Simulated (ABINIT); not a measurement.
## BaH2 (P6_3/mmc): G0W0 with ABINIT, start to end

Wanted: ground state, empty states, screening and self-energy for BaH2 (P6_3/mmc).

Main program and level: ABINIT 10.8.3; PBEsol and many-body steps on it, plane waves.

## (1) Starting point

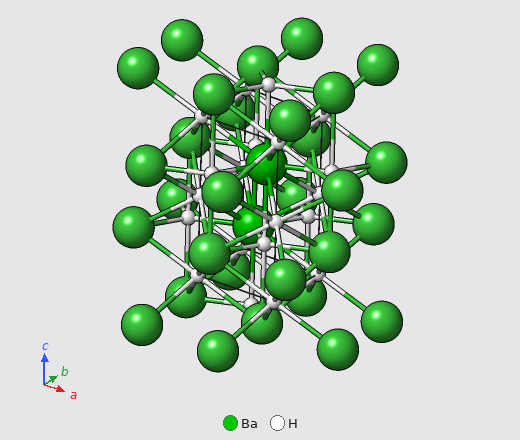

Start, viewed slightly off an axis; barium green, hydrogen white. Some periodic images of atoms are drawn too.

The cell and positions are those that the Materials Project relaxed with its own functionals (PBE, PBE+U or r2SCAN), kept fixed. Spin-orbit coupling is left out unless a step names it.

## (2) Ground state

This step: ABINIT 10.8.3; DFT, PBEsol, plane waves, norm-conserving pseudopotentials.

The ground-state density comes first.

run.abi reads:

```
acell 3*1.0 Angstrom
rprim 
  4.462025052349 0.000000000014 0.000000000000
  -2.231012526186 3.864227047650 0.000000000000
  0.000000000000 0.000000000000 6.055292590000
ntypat 2
znucl 56 1
natom 6
typat 1 1 2 2 2 2
xred 
  0.666666666667 0.333333333333 0.750000000000
  0.333333333333 0.666666666667 0.250000000000
  0.333333333333 0.666666666667 0.750000000000
  0.666666666667 0.333333333333 0.250000000000
  -0.000000000000 -0.000000000000 0.500000000000
  -0.000000000000 -0.000000000000 0.000000000000
pp_dirpath "pseudos"
pseudos "Ba.upf, H.upf"
ecut 32
ngkpt 6 6 4
nshiftk 1
shiftk 0 0 0
kptopt 1
chksymbreak 0
nband 19
occopt 1
tolvrs 1e-10
nstep 60
prtwf 0
optforces 0
optstress 0
indata_prefix "in"
outdata_prefix "out"
tmpdata_prefix "tmp"
```

The run is started by

```sh
$ OMP_NUM_THREADS=1 mpirun -n 8 abinit run.abi > log
```

Numbers of over 12 decimals in the logs are rounded to 6 here.

What it wrote:

```text
.Version 10.8.3 of ABINIT. v10.8.2 released Aug 2026.

 Symmetries : space group P6_3/m m c (#194); Bravais hP (primitive hexag.)
================================================================================
 Values of the parameters that define the memory need of the present run
     intxc =       0    ionmov =       0      iscf =       7    lmnmax =       6
     lnmax =       6     mgfft =      60  mpssoang =       3    mqgrid =    3001
     natom =       6  nloc_mem =       1    nspden =       1   nspinor =       1
    nsppol =       1      nsym =      24    n1xccc =    2501    ntypat =       2
    occopt =       1   xclevel =       2
-    mband =          19        mffmem =           1         mkmem =           3
       mpw =        6123          nfft =      121500          nkpt =          21
================================================================================
  Rough estimation (10% accuracy) of disk space for files :
================================================================================

--------------------------------------------------------------------------------
------------- Echo of variables that govern the present computation ------------
--------------------------------------------------------------------------------
 -outvars: echo values of preprocessed input variables --------
            acell      1.8897261259E+00  1.8897261259E+00  1.8897261259E+00 Bohr

      chksymbreak           0
             ecut      3.20000000E+01 Hartree
-          fftalg         312

              ixc     -116133
              kpt      0.00000000E+00  0.00000000E+00  0.00000000E+00
                       1.66666667E-01  0.00000000E+00  0.00000000E+00
                       3.33333333E-01  0.00000000E+00  0.00000000E+00
                       5.00000000E-01  0.00000000E+00  0.00000000E+00
                       1.66666667E-01  1.66666667E-01  0.00000000E+00
                       3.33333333E-01  1.66666667E-01  0.00000000E+00
                       3.33333333E-01  3.33333333E-01  0.00000000E+00
                       0.00000000E+00  0.00000000E+00  2.50000000E-01
                       1.66666667E-01  0.00000000E+00  2.50000000E-01
   [... 10 further rows ...]
                       3.33333333E-01  1.66666667E-01  5.00000000E-01
                       3.33333333E-01  3.33333333E-01  5.00000000E-01
         kptrlatt        6    0    0      0    6    0      0    0    4
          kptrlen      4.57713784E+01
P           mkmem           3
            natom           6
            nband          19
            ngfft          45      45      60
             nkpt          21
            nstep          60
             nsym          24
           ntypat           2
              occ      2.000000  2.000000  2.000000  2.000000  2.000000  2.000000
                       2.000000  2.000000  2.000000  2.000000  2.000000  2.000000
                       0.000000  0.000000  0.000000  0.000000  0.000000  0.000000
                       0.000000
        optforces           0
        optstress           0
            prtwf           0
            rprim      4.4620250523E+00  1.4000000000E-11  0.0000000000E+00
[...]
spgroup         194

           tolvrs      1.00000000E-10

             xred      6.6666666667E-01  3.3333333333E-01  7.5000000000E-01
[...]
znucl       56.00000    1.00000

================================================================================

 chkinp: Checking input parameters for consistency.

================================================================================
== DATASET  1 ==================================================================
-   mpi_nproc: 8, omp_nthreads: 1 (-1 if OMP is not activated)

--- !DatasetInfo
iteration_state: {dtset: 1, }
dimensions: {natom: 6, nkpt: 21, mband: 19, nsppol: 1, nspinor: 1, nspden: 1, mpw: 6123, }
cutoff_energies: {ecut:  32.0, pawecutdg:  -1.0, }
electrons: {nelect:   2.40000000E+01, charge:   0.00000000E+00, occopt:   1.00000000E+00, tsmear:   1.00000000E-02, }

 Real(R)+Recip(G) space primitive vectors, cartesian coordinates (Bohr,Bohr^-1):
 R(1)=  8.4320053  0.0000000  0.0000000  G(1)=  0.1185958  0.0684713  0.0000000
 R(2)= -4.2160027  7.3023308  0.0000000  G(2)=  0.0000000  0.1369426  0.0000000
 R(3)=  0.0000000  0.0000000 11.4428446  G(3)=  0.0000000  0.0000000  0.0873909
 Unit cell volume ucvol=  7.0457361E+02 bohr^3
 Angles (23,13,12)=  9.00000000E+01  9.00000000E+01  1.20000000E+02 degrees

 getcut: wavevector=  0.0000  0.0000  0.0000  ngfft=  45  45  60
         ecut(hartree)=     32.000   => boxcut(ratio)=   2.04919

--- Pseudopotential description ------------------------------------------------
- Ba Generated using ONCVPSP code by D. R. Hamann
- 56.00000  10.00000  180301                  znucl, zion, pspdat
12 -116133 2 -1 1936                          pspcod,pspxc,lmax,lloc,mmax
     nproj     2     2     2
  pspatm : epsatm=   26.37418133
         --- l  ekb(1:nproj) -->
[...]
pspatm: atomic psp has been read  and splines computed

- H Generated using ONCVPSP code by D. R. Hamann
-  1.00000   1.00000  180301                  znucl, zion, pspdat
12 -116133 1 -1 1180                          pspcod,pspxc,lmax,lloc,mmax
     nproj     2     1     0
  pspatm : epsatm=    0.35585368
         --- l  ekb(1:nproj) -->
[...]
1   -0.494138
 pspatm: atomic psp has been read  and splines computed

   1.30012266E+03                                ecore*ucvol(ha*bohr**3)
--------------------------------------------------------------------------------

_setup2: Arith. and geom. avg. npw (full set) are    6093.771    6093.766

================================================================================

--- !BeginCycle
iteration_state: {dtset: 1, }
solver: {iscf: 7, nstep: 60, nline: 4, wfoptalg: 0, }
tolerances: {tolvrs: 1.00E-10, }

     iter   Etot(hartree)      deltaE(h)  residm     vres2
 ETOT  1  -58.544136812078    -5.854E+01 3.436E-02 2.163E+02
 ETOT  2  -58.596778237353    -5.264E-02 2.126E-03 1.561E+00
 ETOT  3  -58.597175463096    -3.972E-04 3.370E-04 2.030E-01
 ETOT  4  -58.597191250721    -1.579E-05 3.285E-04 4.510E-03
 ETOT  5  -58.597191522449    -2.717E-07 7.758E-05 2.965E-04
 ETOT  6  -58.597191544653    -2.220E-08 4.386E-05 5.513E-06
 ETOT  7  -58.597191545033    -3.800E-10 5.614E-05 6.062E-08
 ETOT  8  -58.597191545036    -3.645E-12 2.740E-05 4.778E-10
 ETOT  9  -58.597191545038    -1.776E-12 3.394E-05 9.264E-12

 At SCF step    9       vres2   =  9.26E-12 < tolvrs=  1.00E-10 =>converged.

--- !ResultsGS
iteration_state: {dtset: 1, }
comment   : Summary of ground state results
lattice_vectors:
- [  8.4320053,   0.0000000,   0.0000000, ]
- [ -4.2160027,   7.3023308,   0.0000000, ]
- [  0.0000000,   0.0000000,  11.4428446, ]
lattice_lengths: [   8.43201,    8.43201,   11.44284, ]
lattice_angles: [ 90.000,  90.000, 120.000, ] # degrees, (23, 13, 12)
lattice_volume:   7.0457361E+02
convergence: {deltae: -1.776E-12, res2:  9.264E-12, residm:  3.394E-05, diffor:  0.000E+00, }
etotal    :  -5.85971915E+01
entropy   :   0.00000000E+00
fermie    :   1.51815635E-01
cartesian_stress_tensor: null
pressure_GPa: null
xred      :
- [  6.6667E-01,   3.3333E-01,   7.5000E-01, Ba]
- [  3.3333E-01,   6.6667E-01,   2.5000E-01, Ba]
- [  3.3333E-01,   6.6667E-01,   7.5000E-01,  H]
- [  6.6667E-01,   3.3333E-01,   2.5000E-01,  H]
- [  3.7007E-17,   9.2519E-17,   5.0000E-01,  H]
- [  3.7007E-17,   9.2519E-17,   2.7756E-17,  H]
cartesian_forces: null
force_length_stats: {min: null, max: null, mean: null, }

 Integrated electronic density in atomic spheres:
 ------------------------------------------------
 Atom  Sphere_radius  Integrated_density
[...]
================================================================================

 ----iterations are completed or convergence reached----

 Mean square residual over all n,k,spin=   15.499E-08; max=  33.937E-06
 reduced coordinates (array xred) for    6 atoms
[...]
0.333333333333      0.666666666667      0.750000000000
       0.666666666667      0.333333333333      0.250000000000
       0.000000000000      0.000000000000      0.500000000000
       0.000000000000      0.000000000000      0.000000000000
 rms dE/dt=  0.0000E+00; max dE/dt=  0.0000E+00; dE/dt below (all hartree)
    1       0.000000000000      0.000000000000      0.000000000000
    2       0.000000000000      0.000000000000      0.000000000000
    3       0.000000000000      0.000000000000      0.000000000000
    4       0.000000000000      0.000000000000      0.000000000000
    5       0.000000000000      0.000000000000      0.000000000000
    6       0.000000000000      0.000000000000      0.000000000000

 cartesian coordinates (angstrom) at end:
    1      2.231013     1.288076     4.541469
    2     -7.67e-12     2.576151     1.513823
    3     -7.67e-12     2.576151     4.541469
    4      2.231013     1.288076     1.513823
    5     -0.000000     0.000000     3.027646
    6     -0.000000     0.000000     0.000000
 length scales=  1.889726125908  1.889726125908  1.889726125908 bohr
              =  1.000000000000  1.000000000000  1.000000000000 angstroms
 prteigrs : about to open file out_EIG
 Fermi (or HOMO) energy (hartree) =   0.15182   Average Vxc (hartree)=  -0.33174
 Eigenvalues (hartree) for nkpt=  21  k points:
 kpt#   1, nband= 19, wtk=  0.00694, kpt=  0.0000  0.0000  0.0000 (reduced coord)
  -0.84430   -0.83787   -0.32333   -0.29297   -0.29297   -0.28383   -0.28383   -0.28230
  -0.00795    0.04287    0.13315    0.15182    0.25198    0.25198    0.28885    0.28885
   0.28991    0.28991    0.31860
 prteigrs : prtvol=0 or 1, do not print more k-points.

--- !EnergyTerms
iteration_state     : {dtset: 1, }
comment             : Components of total free energy in Hartree
kinetic             :  1.50880991068436E+01
hartree             :  6.42460586604234E+00
xc                  : -1.46237885651984E+01
Ewald energy        : -4.52642621004392E+01
psp_core            :  1.84526163042131E+00
local_psp           : -2.86509529720726E+01
non_local_psp       :  6.58384548936459E+00
total_energy        : -5.85971915450383E+01
total_energy_eV     : -1.59451081206177E+03
band_energy         : -6.30054859326211E+00

== END DATASET(S) ==============================================================
================================================================================

 -outvars: echo values of variables after computation  --------
           etotal     -5.8597191545E+01
            nband          19
             nkpt          21
          spgroup         194
 [... the other variables as echoed above ...]

 Calculation completed.
```

Run time: 26 s. Hardware: 8 MPI ranks of Arm Neoverse N1, shared host; peak memory 0.69 GiB; 3.5 min of CPU time.

Numbers from this step:

- total energy: -1594.5108 eV
- gap: 1.473 eV
- k of the valence top: 0, 0, 0
- k of the conduction bottom: 0.3333, 0.3333, 0.5
- least direct gap: 2.542 eV

The gap is indirect, with the least direct gap 1.07 eV higher.

[end of part 1 of 3]

[Paths, hosts, dates, memory and timing lines, banners, echoed tables and standing remarks are left out of the program output.]

[Logs are printed without paths, hosts, clocks, repeated set-up lines and the standing remarks that a program may print on its own settings, such as how far it seeks lower states.]

[Runs of the session that timed out or met a known fault of the program may be left out.]

[Hosts, paths, dates, database ids (printed as entryN), source tags and the programs' standing remarks are cut or masked in the printed files.]

[G0W0 gaps are taken among the corrected bands and points alone; a level outside them can change the order at an edge.]

[Where Ansatz stands beside ABINIT at settings called matched, ABINIT's density can come from a denser mesh and the files from another edition; pairs whose starting gaps differed by over 0.03 eV were left out, so agreement reads better than it is.]
